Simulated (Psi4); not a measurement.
**PBE/6-311+G(d,p) run of C2H4ClF (SMILES FCCCl)**

What is the vertical ionisation energy of C2H4ClF at PBE/6-311+G**? 

The calculation is run with Psi4 1.11.

3 further runs of the same task are left out: 2 that didn't finish, 1 set aside as unsound or not needed.

## Step 1: The molecule

The species is C2H4ClF (8 atoms), meant as a singlet with charge 0. SMILES: `FCCCl`. The shape is that of a PBE0-D4/def2-TZVP optimisation. This is one conformer, not always the lowest.

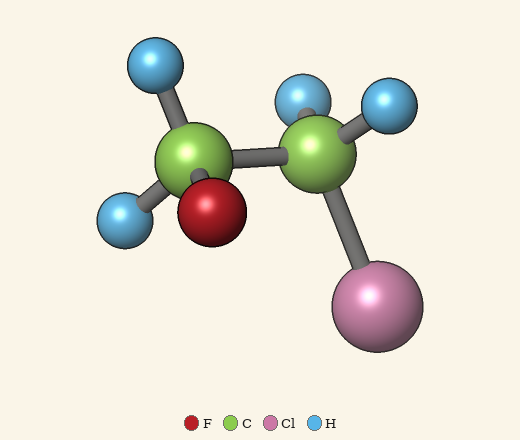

The structure, seen from a chosen angle (fluorine red, carbon green, chlorine pink, hydrogen blue).

## Step 2: The energy at PBE/6-311+G(d,p)

File c2h4clf.in:

```
memory 1600 mb

molecule {
  0 1
  F     -2.52652603     0.94136707     1.94736277
  C     -0.27128908     1.26804402     0.69710107
  C      0.56776821    -1.15258176    -0.52103529
  Cl    -1.43492574    -2.05530393    -3.06303818
  H     -0.51761488     2.76319533    -0.70709772
  H      1.15201484     1.85412368     2.08355533
  H      0.56085182    -2.69405026     0.84436743
  H      2.46972087    -0.92479417    -1.28119652
  units au
  symmetry c1
}

set reference rks
set puream true
set e_convergence 1e-09
set d_convergence 1e-08
set scf_type pk
set dft_radial_points 99
set dft_spherical_points 590

e_tot, wfn = energy('pbe/6-311+G**', return_wfn=True)
oeprop(wfn, 'LOWDIN_CHARGES', 'DIPOLE', 'WIBERG_LOWDIN_INDICES', title='PBE')
```

Launch:

```bash
psi4 -n 1 c2h4clf.in c2h4clf.out
```

c2h4clf.out:

```text
[...]
  Running in c1 symmetry.
[...]
  Nuclear repulsion =  161.672007490821642
[...]
  Multiplicity = 1
[...]
  Nalpha       = 21
  Nbeta        = 21
[...]
    Number of basis functions: 120
[...]
   @RKS iter   1:  -637.95722395691689    4.07746e-02   7.24812e-03 DIIS/ADIIS
[...]
   @RKS iter  12:  -638.33048216285363   -4.43379e-12   3.86431e-09 DIIS
[...]
    Orbital Energies [Eh]
    ---------------------
    Doubly Occupied:
       1A   -100.687572     2A    -24.249224     3A     -9.972602
       4A     -9.952562     5A     -9.181195     6A     -7.008381
       7A     -6.996464     8A     -6.996197     9A     -1.112465
      10A     -0.800971    11A     -0.688130    12A     -0.577625
      13A     -0.474905    14A     -0.464393    15A     -0.436497
      16A     -0.397976    17A     -0.380734    18A     -0.319544
      19A     -0.304400    20A     -0.267025    21A     -0.265967
[...]
  @RKS Final Energy:  -638.33048216285363
   => Energetics <=
    Nuclear Repulsion Energy =            161.6720074908216418
    One-Electron Energy =               -1200.9641430846088497
    Two-Electron Energy =                 451.6162540356356772
    DFT Exchange-Correlation Energy =     -50.6546006047021109
    Empirical Dispersion Energy =           0.0000000000000000
    VV10 Nonlocal Energy =                  0.0000000000000000
    Total Energy =                       -638.3304821628536274
[...]
 Multipole Moments:
 ------------------------------------------------------------------------------------
     Multipole            Electronic (a.u.)      Nuclear  (a.u.)        Total (a.u.)
 ------------------------------------------------------------------------------------
 L = 1.  Multiply by 2.5417464519 to convert [e a0] to [Debye]
 Dipole X            :         -3.8484565            4.8841857            1.0357292
 Dipole Y            :         -1.3827071            1.6507187            0.2680116
 Dipole Z            :         -1.5739713            1.7961689            0.2221976
 Magnitude           :                                                    1.0926742
[...]
```

It took 20 s on 1 thread of Intel Xeon 6975P-C (Granite Rapids), shared host; peak memory 0.74 GiB.

## Step 3: The doublet cation: energy and gradient at UPBE/6-311+G(d,p)

File calc.inp:

```
memory 1600 mb

molecule {
  1 2
  F     -1.336980     0.498150     1.030500
  C     -0.143560     0.671020     0.368890
  C      0.300450    -0.609920    -0.275720
  Cl    -0.759330    -1.087620    -1.620890
  H     -0.273910     1.462220    -0.374180
  H      0.609620     0.981160     1.102570
  H      0.296790    -1.425630     0.446820
  H      1.306920    -0.489380    -0.677980
  symmetry c1
  no_reorient
  no_com
}

set reference uks
set puream true
set e_convergence 1e-09
set d_convergence 1e-08
set scf_type pk
set dft_radial_points 99
set dft_spherical_points 590
set maxiter 100

energy_value = gradient('pbe/6-311+G**')
```

Launch:

```bash
psi4 -i calc.inp -o calc.out -n 1
```

calc.out, cut to the lines that bear on the results:

```text
[...]
  Running in c1 symmetry.
[...]
  Nuclear repulsion =  161.672007380544187
[...]
  Multiplicity = 2
[...]
  Nalpha       = 21
  Nbeta        = 20
[...]
    Number of basis functions: 120
[...]
   @UKS iter   1:  -637.51099922825210    4.86999e-01   7.39281e-03 ADIIS/DIIS
[...]
   @UKS iter  23:  -637.93359736850698   -4.20641e-12   8.25437e-09 DIIS
[...]
   @S^2 Observed:                7.510744735E-01
[...]
  @UKS Final Energy:  -637.93359736850698
   => Energetics <=
    Nuclear Repulsion Energy =            161.6720073805441871
    One-Electron Energy =               -1189.7803019870971184
    Two-Electron Energy =                 440.4761766568170174
    DFT Exchange-Correlation Energy =     -50.3014794187709526
    Empirical Dispersion Energy =           0.0000000000000000
    VV10 Nonlocal Energy =                  0.0000000000000000
    Total Energy =                       -637.9335973685069803
[...]
 Multipole Moments:
 ------------------------------------------------------------------------------------
     Multipole            Electronic (a.u.)      Nuclear  (a.u.)        Total (a.u.)
 ------------------------------------------------------------------------------------
 L = 1.  Multiply by 2.5417464519 to convert [e a0] to [Debye]
 Dipole X            :         41.8862754          -41.6886244            0.1976510
 Dipole Y            :         24.2188675          -24.7766150           -0.5577475
 Dipole Z            :         31.5957711          -32.5493609           -0.9535898
 Magnitude           :                                                    1.1222663
[...]
  -Total Gradient:
     Atom            X                  Y                   Z
    ------   -----------------  -----------------  -----------------
       1       -0.003747827129     0.001399784059     0.000253291444
       2        0.023624283727    -0.036949472704    -0.013274514054
       3       -0.010330131565     0.035653573760     0.017051771273
       4       -0.002630207321    -0.000498747996    -0.001929057352
       5        0.001482303113    -0.003008770447     0.005185586124
       6       -0.008869957411     0.005827998033    -0.005013046463
       7        0.005891976243     0.004806026926    -0.007160424507
       8       -0.005405438626    -0.007240438915     0.004878593288
[...]
```

Wall time 53 s (1 thread of Intel Xeon 6975P-C (Granite Rapids), shared host); peak memory 0.75 GiB.

## Step 4: Outcome

Level: PBE/6-311+G**.

| quantity | value |
| --- | --- |
| singlet C2H4ClF: total energy | -638.33048 Eh |
| singlet C2H4ClF: dipole moment | 2.78 D |
| singlet C2H4ClF: HOMO energy | -7.24 eV |
| singlet C2H4ClF: LUMO energy | -0.66 eV |
| singlet C2H4ClF: HOMO–LUMO gap | 6.58 eV |
| doublet cation: total energy | -637.93360 Eh |
| doublet cation: HOMO energy (highest over α and β) | -14.36 eV |
| doublet cation: LUMO energy (lowest over α and β) | -14.25 eV |
| doublet cation: ⟨S²⟩ | 0.751 |
| doublet cation: largest force on an atom | 2.356 eV/Å |
| vertical ionisation energy (to the doublet cation) | 10.800 eV |

In words: The vertical ionisation energy comes to 10.80 eV (1042 kJ/mol). −ε(HOMO) before ionisation, 7.24 eV, is 3.56 eV below this ionisation energy.
